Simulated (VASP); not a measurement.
## MoS2: accuracy against cost in the SCF threshold and SCF solver

Aim: find what the SCF threshold and SCF solver change for MoS2, and what they cost. The series runs use LDA. The SCF threshold tried: EDIFF = 0.01; EDIFF = 0.001; EDIFF = 1E-04; EDIFF = 1E-05; EDIFF = 1E-06; EDIFF = 1E-08. The SCF solver tried: ALGO = Normal; ALGO = Fast; ALGO = VeryFast; ALGO = All; ALGO = Damped; AMIX = 0.1, BMIX = 0.01; AMIX = 0.8; IMIX = 1, AMIX = 0.2. The start is a cell from a database of measured crystal structures.

Method: LDA; plane waves and PAW (Mo_sv, S), in VASP 6.6.1.

The database entry behind the starting cell differs from later determinations by our own check (about 0.3 % long), so it need not match the best structure at ambient conditions.

**1. The structure**

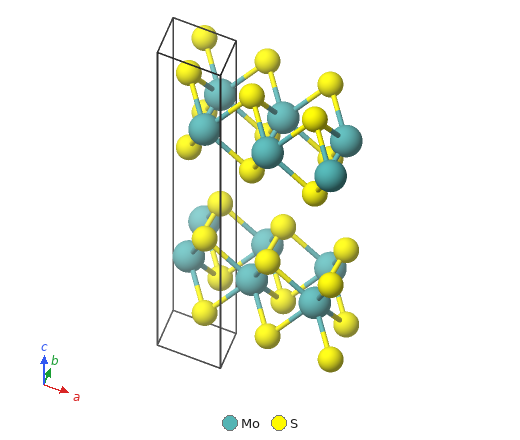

The cell as given, from a free direction (molybdenum teal, sulfur yellow). 3×2×1 cells are drawn.

**2. SCF threshold: EDIFF = 0.01**

EDIFF stops the electronic loop; forces need it tighter than energies do. LDA, the lowest rung, knows the local density alone.

Input file INCAR:

```
SYSTEM = MoS2
PREC = Accurate
ENCUT = 400
EDIFF = 0.01
NELM = 100
ISMEAR = -1
SIGMA = 0.05
LREAL = .FALSE.
ALGO = Normal
GGA = CA
NBANDS = 32
LASPH = .TRUE.
LORBIT = 11
LWAVE = .FALSE.
LCHARG = .FALSE.
KPAR = 4
ISIF = 2
```

Input file POSCAR:

```
MoS2
1.0
    3.1690000000      0.0000000000      0.0000000000
   -1.5845000000      2.7444345046      0.0000000000
    0.0000000000      0.0000000000     12.3240000000
Mo S
2 4
Direct
    0.3333333333      0.6666666667      0.2500000000
    0.6666666667      0.3333333333      0.7500000000
    0.3333333333      0.6666666667      0.6230000000
    0.6666666667      0.3333333333      0.1230000000
    0.3333333333      0.6666666667      0.8770000000
    0.6666666667      0.3333333333      0.3770000000
```

Input file KPOINTS:

```
Automatic mesh
0
Gamma
7 7 2
0 0 0
```

The projector-augmented-wave data sets are Mo_sv and S (PBE family, release 64).

On the command line:

```sh
$ mpirun -np 4 vasp_std
```

Output:

```text
[banner, memory and clock lines left out]
running    4 mpi-ranks, on    1 nodes
 distrk:  each k-point on    1 cores,    4 groups
 distr:  one band on    1 cores,    1 groups

 POSCAR found type information on POSCAR MoS
 POSCAR found :  2 types and       6 ions
|                                                                             |
|               ----> ADVICE to this user running VASP <----                  |
|                                                                             |
|     You enforced a specific xc type in the INCAR file but a different       |
|     [... a line on the potential file left out ...]
|     I HOPE YOU KNOW WHAT YOU ARE DOING!                                     |
|                                                                             |

 LDA part: xc-table for (Slater(with rela. corr.)+CA(PZ))
 , standard interpolation
 POSCAR, INCAR and KPOINTS ok, starting setup
 FFT: planning ... GRIDC
 FFT: planning ... GRID_SOFT
 FFT: planning ... GRID
 WAVECAR not read
 entering main loop
       N       E                     dE             d eps       ncg     rms          rms(c)
DAV:   1     0.377064312249E+03    0.37706E+03   -0.26184E+04  1152   0.126E+03
DAV:   2    -0.322805912899E+02   -0.40934E+03   -0.39792E+03  1312   0.353E+02
DAV:   3    -0.517541658062E+02   -0.19474E+02   -0.19306E+02  1296   0.696E+01
DAV:   4    -0.521955522258E+02   -0.44139E+00   -0.44025E+00  1248   0.102E+01
DAV:   5    -0.522057233753E+02   -0.10171E-01   -0.10165E-01  1136   0.148E+00    0.353E+01
DAV:   6    -0.498972152579E+02    0.23085E+01   -0.20688E+01  1120   0.249E+01    0.120E+01
DAV:   7    -0.494384814156E+02    0.45873E+00   -0.95517E+00  1136   0.159E+01    0.813E+00
DAV:   8    -0.490501090349E+02    0.38837E+00   -0.14279E+00  1256   0.668E+00    0.299E+00
DAV:   9    -0.490545588453E+02   -0.44498E-02   -0.15789E-01  1232   0.191E+00    0.124E+00
DAV:  10    -0.490467324254E+02    0.78264E-02   -0.51675E-02  1024   0.135E+00
   1 F= -.49046732E+02 E0= -.49046730E+02  d E =-.512590E-05
```

The job ended after 5.4 s (4 MPI ranks of AMD EPYC 9R45, shared host; peak memory 0.63 GiB; 19 s of CPU time).

The logs omit lines about the potential files and the build; timing stands in the text.

OUTCAR, selected parts (step 2):

```text
ion  position               nearest neighbor table
   1  0.333  0.667  0.250-   4 2.41   6 2.41   4 2.41   6 2.41   4 2.41   6 2.41
   2  0.667  0.333  0.750-   3 2.41   5 2.41   3 2.41   5 2.41   3 2.41   5 2.41
   3  0.333  0.667  0.623-   2 2.41   2 2.41   2 2.41
   4  0.667  0.333  0.123-   1 2.41   1 2.41   1 2.41
   5  0.333  0.667  0.877-   2 2.41   2 2.41   2 2.41
   6  0.667  0.333  0.377-   1 2.41   1 2.41   1 2.41

  LATTYP: Found a hexagonal cell.
 ALAT       =     3.1690000000
 C/A-ratio  =     3.8889239508

 Subroutine GETGRP returns: Found 24 space group operations
 (whereof 12 operations were pure point group operations)

The static configuration has the point symmetry D_3d.
 The point group associated with its full space group is D_6h.

 Found     16 irreducible k-points:

   k-points           NKPTS =     16   k-points in BZ     NKDIM =     16   number of bands    NBANDS=     32

   dimension x,y,z NGX =    24 NGY =   24 NGZ =   80
   dimension x,y,z NGXF=    48 NGYF=   48 NGZF=  160

   ENCUT  =  400.0 eV  29.40 Ry    5.42 a.u.   5.17  5.17 20.10*2*pi/ulx,y,z

   NELECT =      52.0000    total number of electrons

 k-points in reciprocal lattice and weights: Automatic mesh
   0.00000000  0.00000000  0.00000000       0.010
   0.14285714  0.00000000  0.00000000       0.061
   0.28571429  0.00000000  0.00000000       0.061
   0.42857143 -0.00000000  0.00000000       0.061
   0.14285714  0.14285714  0.00000000       0.061
   0.28571429  0.14285714  0.00000000       0.122
   0.42857143  0.14285714  0.00000000       0.061
   0.28571429  0.28571429  0.00000000       0.061
   0.00000000  0.00000000  0.50000000       0.010
[...]
0.42857143  0.14285714  0.50000000       0.061
   0.28571429  0.28571429  0.50000000       0.061

 average (electrostatic) potential at core
       1 -74.4850       2 -74.4850       3 -84.4832       4 -84.4832       5 -84.4832
       6 -84.4832

 E-fermi :   7.7071

 k-point     1 :       0.0000    0.0000    0.0000
  band No.  band energies     occupation
    ...
     22       5.1507      2.00000
     23       5.1507      2.00000
     24       6.0893      2.00000
     25       6.1138      2.00000
     26       7.2894      1.99953
     27       9.3767      0.00000
     28       9.3768      0.00000
     29       9.4042      0.00000
     30       9.4044      0.00000
     31       9.5495      0.00000
    ...

 k-point     2 :       0.1429    0.0000    0.0000
  band No.  band energies     occupation
    ...
     22       4.7204      2.00000
     23       5.2472      2.00000
     24       6.0927      2.00000
     25       6.2219      2.00000
     26       6.6976      2.00000
     27       8.9051      0.00000
     28       9.1253      0.00000
     29       9.2194      0.00000
     30       9.3425      0.00000
     31       9.3602      0.00000
    ...

 k-point     3 :       0.2857    0.0000    0.0000
  band No.  band energies     occupation
    ...
     22       4.9973      2.00000
     23       5.0857      2.00000
     24       5.4894      2.00000
     25       5.5793      2.00000
     26       5.7772      2.00000
     27       8.4802      0.00000
     28       8.8012      0.00000
     29       8.9993      0.00000
     30       9.3408      0.00000
     31       9.4726      0.00000
    ...

  Total       -4.0517945     -4.0517945     -4.1204956      0.0000000     -0.0000000      0.0000000
  in kB      -60.5663206    -60.5663206    -61.5932666      0.0000000     -0.0000000      0.0000000
  external PRESSURE =     -60.9086360 kB  Pullay stress =       0.0000000 kB

  energy-cutoff  :      400.00
  volume of cell :      107.18
      direct lattice vectors                 reciprocal lattice vectors
     3.169000000  0.000000000  0.000000000     0.315556958  0.182186895  0.000000000
    -1.584500000  2.744434505  0.000000000     0.000000000  0.364373789  0.000000000
     0.000000000  0.000000000 12.324000000     0.000000000  0.000000000  0.081142486

 POSITION                                       TOTAL-FORCE (eV/Angst)
 -----------------------------------------------------------------------------------
     -0.00000      1.82962      3.08100        -0.000000     -0.000000      0.000000
      1.58450      0.91481      9.24300         0.000000      0.000000      0.000000
     -0.00000      1.82962      7.67785        -0.000000      0.000000      0.395615
      1.58450      0.91481      1.51585         0.000000     -0.000000      0.395615
     -0.00000      1.82962     10.80815         0.000000      0.000000     -0.395615
      1.58450      0.91481      4.64615        -0.000000     -0.000000     -0.395615
 -----------------------------------------------------------------------------------
    total drift:                               -0.000000      0.000000     -0.000000

  FREE ENERGIE OF THE ION-ELECTRON SYSTEM (eV)
  ---------------------------------------------------
  free  energy   TOTEN  =       -49.0467324254 eV

  energy  without entropy=      -49.0467272995  energy(sigma->0) =      -49.04672986

 total charge
# of ion       s       p       d       tot
------------------------------------------
    1        2.294   6.220   3.966  12.480
    2        2.294   6.220   3.966  12.480
    3        1.354   2.309   0.000   3.663
    4        1.354   2.309   0.000   3.663
    5        1.354   2.309   0.000   3.663
    6        1.354   2.309   0.000   3.663
--------------------------------------------------
tot         10.005  21.675   7.932  39.612

[... 3 further parts left out ...]
```

This run has no spin polarisation, although Mo can carry a moment. The gap is read on the k-mesh alone, so it is an upper bound where the band edges lie off the mesh. Spin-orbit coupling is off here; it would split degenerate levels. The PAW data sets were made with PBE, though LDA sets exist; this is a small mismatch.

Numbers from this step:

```yaml
scf_cycles: 10
electrons: 52
bands: 32
irreducible_k_points: 16
symmetry_operations: 24
free_energy_toten: -49.05 eV
fermi_energy: 7.707 eV
pressure: -6.091 GPa
metallic: no
valence_top_at_k: 0, 0, 0
conduction_bottom_at_k: 0.1429, 0.1429, 0
least_direct_gap_at_k: 0.2857, 0.2857, 0
gap_on_the_k_mesh: 0.9328 eV
least_direct_gap_on_the_k_mesh: 2.051 eV
```

The series starts at -8.1745 eV an atom and -6.09 GPa, after 10 cycles in 5.4 s.

**3. SCF threshold: EDIFF = 0.001**

Edit INCAR of step 2 so:

```diff
@@ -3,3 +3,3 @@
 ENCUT = 400
-EDIFF = 0.01
+EDIFF = 0.001
 NELM = 100
```

POSCAR is that of step 2.

KPOINTS is that of step 2.

On the command line:

```sh
$ mpirun -np 4 vasp_std
```

Output:

```text
[banner, memory and clock lines left out]
running    4 mpi-ranks, on    1 nodes
[...]
[... a notice as in an earlier step ...]

 LDA part: xc-table for (Slater(with rela. corr.)+CA(PZ))
 , standard interpolation
 POSCAR, INCAR and KPOINTS ok, starting setup
[...]
entering main loop
       N       E                     dE             d eps       ncg     rms          rms(c)
[... 4 cycles as in an earlier step ...]
DAV:   5    -0.522057525754E+02   -0.10200E-01   -0.10194E-01  1264   0.148E+00    0.353E+01
DAV:   6    -0.498972041197E+02    0.23085E+01   -0.20687E+01  1120   0.249E+01    0.120E+01
DAV:   7    -0.494384700181E+02    0.45873E+00   -0.95514E+00  1136   0.159E+01    0.813E+00
DAV:   8    -0.490501092534E+02    0.38836E+00   -0.14278E+00  1256   0.668E+00    0.299E+00
DAV:   9    -0.490545948096E+02   -0.44856E-02   -0.15823E-01  1360   0.191E+00    0.124E+00
DAV:  10    -0.490467673165E+02    0.78275E-02   -0.51728E-02  1224   0.133E+00    0.322E-01
DAV:  11    -0.490465423836E+02    0.22493E-03   -0.20966E-03  1040   0.255E-01
   1 F= -.49046542E+02 E0= -.49046540E+02  d E =-.516810E-05
```

Run time: 6 s. Hardware: 4 MPI ranks; peak memory 0.62 GiB.

OUTCAR, selected parts (step 3):

```text
  Total       -3.9121089     -3.9121089     -3.5570533      0.0000000      0.0000000      0.0000000
  in kB      -58.4782974    -58.4782974    -53.1709177      0.0000000      0.0000000      0.0000000
  external PRESSURE =     -56.7091709 kB  Pullay stress =       0.0000000 kB

 POSITION                                       TOTAL-FORCE (eV/Angst)
 -----------------------------------------------------------------------------------
     -0.00000      1.82962      3.08100        -0.000000     -0.000000      0.000000
      1.58450      0.91481      9.24300         0.000000      0.000000      0.000000
     -0.00000      1.82962      7.67785        -0.000000      0.000000      0.409137
      1.58450      0.91481      1.51585        -0.000000      0.000000      0.409137
     -0.00000      1.82962     10.80815         0.000000     -0.000000     -0.409137
      1.58450      0.91481      4.64615        -0.000000     -0.000000     -0.409137
 -----------------------------------------------------------------------------------
    total drift:                               -0.000000      0.000000     -0.000000

  FREE ENERGIE OF THE ION-ELECTRON SYSTEM (eV)
  ---------------------------------------------------
  free  energy   TOTEN  =       -49.0465423836 eV

  energy  without entropy=      -49.0465372155  energy(sigma->0) =      -49.04653980

[... 2 parts as in an earlier step ...]

[... 1 further part left out ...]
[key lines of the parts left out:]
E-fermi :   7.7050
```

Against the run before the energy moves by +0.03 meV an atom and the pressure by +0.42 GPa, after 11 cycles in 6 s.

**4. SCF threshold: EDIFF = 1E-04**

Edit INCAR of step 3 so:

```diff
@@ -3,3 +3,3 @@
 ENCUT = 400
-EDIFF = 0.001
+EDIFF = 1E-04
 NELM = 100
```

POSCAR is that of step 3.

KPOINTS is that of step 3.

On the command line:

```sh
$ mpirun -np 4 vasp_std
```

Output:

```text
[... set-up lines as in an earlier step ...]
 entering main loop
       N       E                     dE             d eps       ncg     rms          rms(c)
[... 10 cycles as in an earlier step ...]
DAV:  11    -0.490465485597E+02    0.21876E-03   -0.21585E-03  1320   0.255E-01    0.202E-01
DAV:  12    -0.490464386598E+02    0.10990E-03   -0.34526E-04  1024   0.930E-02    0.947E-02
DAV:  13    -0.490464166057E+02    0.22054E-04   -0.12423E-04   776   0.617E-02
   1 F= -.49046417E+02 E0= -.49046414E+02  d E =-.508572E-05
```

It took 6.8 s on 4 MPI ranks; peak memory 0.64 GiB; 25 s of CPU time.

From OUTCAR (step 4):

```text
  Total       -3.6972893     -3.6972893     -3.3558449      0.0000000      0.0000000     -0.0000000
  in kB      -55.2671694    -55.2671694    -50.1632501      0.0000000      0.0000000     -0.0000000
  external PRESSURE =     -53.5658630 kB  Pullay stress =       0.0000000 kB

 POSITION                                       TOTAL-FORCE (eV/Angst)
 -----------------------------------------------------------------------------------
     -0.00000      1.82962      3.08100         0.000000      0.000000     -0.000000
      1.58450      0.91481      9.24300        -0.000000     -0.000000     -0.000000
     -0.00000      1.82962      7.67785         0.000000      0.000000      0.418611
      1.58450      0.91481      1.51585        -0.000000     -0.000000      0.418611
     -0.00000      1.82962     10.80815         0.000000      0.000000     -0.418611
      1.58450      0.91481      4.64615        -0.000000     -0.000000     -0.418611
 -----------------------------------------------------------------------------------
    total drift:                               -0.000000      0.000000     -0.000000

  FREE ENERGIE OF THE ION-ELECTRON SYSTEM (eV)
  ---------------------------------------------------
  free  energy   TOTEN  =       -49.0464166057 eV

  energy  without entropy=      -49.0464115200  energy(sigma->0) =      -49.04641406

[... 2 parts as in an earlier step ...]

[... 1 further part left out ...]
[key lines of the parts left out:]
E-fermi :   7.7033
```

Against the run before the energy moves by +0.02 meV an atom and the pressure by +0.31 GPa, after 13 cycles in 6.8 s.

**5. SCF threshold: EDIFF = 1E-05**

Edit INCAR of step 4 so:

```diff
@@ -3,3 +3,3 @@
 ENCUT = 400
-EDIFF = 1E-04
+EDIFF = 1E-05
 NELM = 100
```

POSCAR is that of step 4.

KPOINTS is that of step 4.

On the command line:

```sh
$ mpirun -np 4 vasp_std
```

Output:

```text
[... set-up lines as in an earlier step ...]
 entering main loop
       N       E                     dE             d eps       ncg     rms          rms(c)
[... 11 cycles as in an earlier step ...]
DAV:  12    -0.490464390825E+02    0.10948E-03   -0.34949E-04  1264   0.930E-02    0.955E-02
DAV:  13    -0.490464188547E+02    0.20228E-04   -0.12833E-04  1368   0.580E-02    0.186E-02
DAV:  14    -0.490464201249E+02   -0.12702E-05   -0.79465E-06   808   0.171E-02
   1 F= -.49046420E+02 E0= -.49046418E+02  d E =-.509698E-05
```

It took 7.6 s on 4 MPI ranks; peak memory 0.63 GiB.

OUTCAR, selected parts (step 5):

```text
  Total       -3.7293441     -3.7293441     -3.3944436      0.0000000      0.0000000      0.0000000
  in kB      -55.7463250    -55.7463250    -50.7402239      0.0000000      0.0000000      0.0000000
  external PRESSURE =     -54.0776246 kB  Pullay stress =       0.0000000 kB

 POSITION                                       TOTAL-FORCE (eV/Angst)
 -----------------------------------------------------------------------------------
     -0.00000      1.82962      3.08100        -0.000000      0.000000      0.000000
      1.58450      0.91481      9.24300        -0.000000      0.000000      0.000000
     -0.00000      1.82962      7.67785         0.000000     -0.000000      0.416342
      1.58450      0.91481      1.51585        -0.000000      0.000000      0.416342
     -0.00000      1.82962     10.80815         0.000000     -0.000000     -0.416342
      1.58450      0.91481      4.64615        -0.000000      0.000000     -0.416342
 -----------------------------------------------------------------------------------
    total drift:                               -0.000000      0.000000     -0.000000

  FREE ENERGIE OF THE ION-ELECTRON SYSTEM (eV)
  ---------------------------------------------------
  free  energy   TOTEN  =       -49.0464201249 eV

  energy  without entropy=      -49.0464150280  energy(sigma->0) =      -49.04641758

[... 2 parts as in an earlier step ...]

[... 1 further part left out ...]
[key lines of the parts left out:]
E-fermi :   7.7039
```

Against the run before the energy stays within 0.01 meV an atom; the pressure moves by -0.05 GPa, after 14 cycles in 7.6 s.

**6. SCF threshold: EDIFF = 1E-06**

Edit INCAR of step 5 so:

```diff
@@ -3,3 +3,3 @@
 ENCUT = 400
-EDIFF = 1E-05
+EDIFF = 1E-06
 NELM = 100
```

POSCAR is that of step 5.

KPOINTS is that of step 5.

On the command line:

```sh
$ mpirun -np 4 vasp_std
```

Output:

```text
[... set-up lines as in an earlier step ...]
 entering main loop
       N       E                     dE             d eps       ncg     rms          rms(c)
[... 13 cycles as in an earlier step ...]
DAV:  14    -0.490464202176E+02   -0.13629E-05   -0.88727E-06  1112   0.171E-02    0.248E-02
DAV:  15    -0.490464194220E+02    0.79554E-06   -0.15973E-06   936   0.844E-03
   1 F= -.49046419E+02 E0= -.49046417E+02  d E =-.509611E-05
```

Run time: 8 s. Hardware: 4 MPI ranks; peak memory 0.63 GiB; 30 s of CPU time.

Parts of OUTCAR (step 6):

```text
  Total       -3.7138493     -3.7138493     -3.3776827      0.0000000      0.0000000      0.0000000
  in kB      -55.5147087    -55.5147087    -50.4896822      0.0000000      0.0000000      0.0000000
  external PRESSURE =     -53.8396998 kB  Pullay stress =       0.0000000 kB

 POSITION                                       TOTAL-FORCE (eV/Angst)
 -----------------------------------------------------------------------------------
     -0.00000      1.82962      3.08100        -0.000000      0.000000      0.000000
      1.58450      0.91481      9.24300        -0.000000     -0.000000      0.000000
     -0.00000      1.82962      7.67785        -0.000000      0.000000      0.417150
      1.58450      0.91481      1.51585         0.000000     -0.000000      0.417150
     -0.00000      1.82962     10.80815         0.000000      0.000000     -0.417150
      1.58450      0.91481      4.64615         0.000000      0.000000     -0.417150
 -----------------------------------------------------------------------------------
    total drift:                               -0.000000      0.000000     -0.000000

  FREE ENERGIE OF THE ION-ELECTRON SYSTEM (eV)
  ---------------------------------------------------
  free  energy   TOTEN  =       -49.0464194220 eV

  energy  without entropy=      -49.0464143259  energy(sigma->0) =      -49.04641687

[... 2 parts as in an earlier step ...]

[... 1 further part left out ...]
[key lines of the parts left out:]
E-fermi :   7.7038
```

Against the run before the energy stays within 0.01 meV an atom; the pressure moves by +0.02 GPa, after 15 cycles in 8 s.

(Continued in part 2 of 3.)

[Lines on the potential files, build, host, timing and source positions are cut from VASP's logs without a mark.]

[Logs are printed without paths, hosts, clocks, repeated set-up lines and the standing remarks that a program may print on its own settings, such as how far it seeks lower states.]

[Hosts, paths, dates, database ids (printed as entryN), source tags and the programs' standing remarks are cut or masked in the printed files.]

[A measured line is paired with the nearest computed mode of its activity, which favours agreement.]
